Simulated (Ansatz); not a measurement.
The calculation's input:

```
crystal:
  periodic: [false, false, false]
  atoms:
    - {symbol: O, position_ang: [-0.307899, 1.144280, -1.642907]}
    - {symbol: Si, position_ang: [0.817663, 0.561951, -0.606418]}
    - {symbol: O, position_ang: [0.302435, -0.778051, 0.201775]}
    - {symbol: P, position_ang: [-0.942202, -0.834855, 1.277569]}
    - {symbol: H, position_ang: [-0.998706, 1.706859, -1.290590]}
    - {symbol: H, position_ang: [1.170561, 1.605264, 0.391284]}
    - {symbol: H, position_ang: [1.964493, 0.123467, -1.421101]}
    - {symbol: H, position_ang: [-0.305873, -1.590906, 2.302551]}
    - {symbol: H, position_ang: [-1.611970, -1.984309, 0.770637]}
basis:
  gaussian: {orbitals: def2-TZVPP}
hamiltonian: {xc: pbe0, dispersion: d4}
output: {orbitals: {seedname: orbitals}}
```

Command:

```sh
ansatz run in.yaml --threads 2 --pin off --events-out ev --progress --plain --max-ram 4352MiB
```

Geometry: PBE0-D4/def2-TZVP.

These are results of Ansatz 0.2.0, RKS PBE0-D4/def2-TZVPP, not measurements.

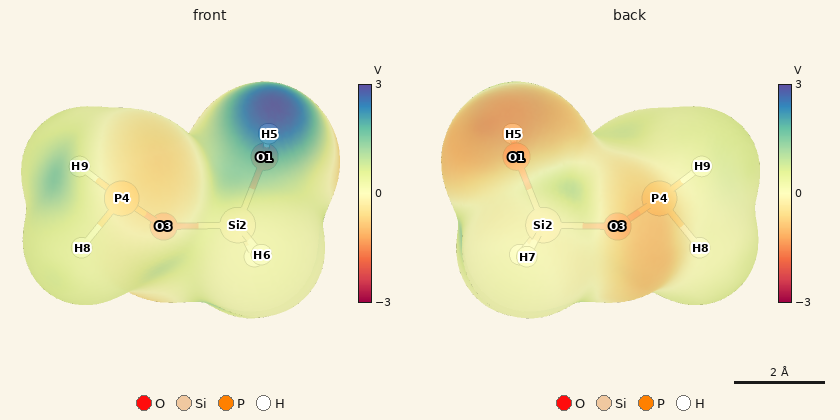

H$_{5}$O$_{2}$PSi (SMILES O[SiH2]OP). The molecular electrostatic potential painted on the density surface at 0.002 e/bohr³, seen from the front and from behind; red is negative and blue positive.

**Describe the electrostatic potential map.**

The most negative region (about −1.2 V, or −28 kcal/mol for a unit charge) lies over O1, the most positive (about +2.7 V, or +62 kcal/mol for a unit charge) over H5. O1 is the likeliest acceptor of a hydrogen bond.
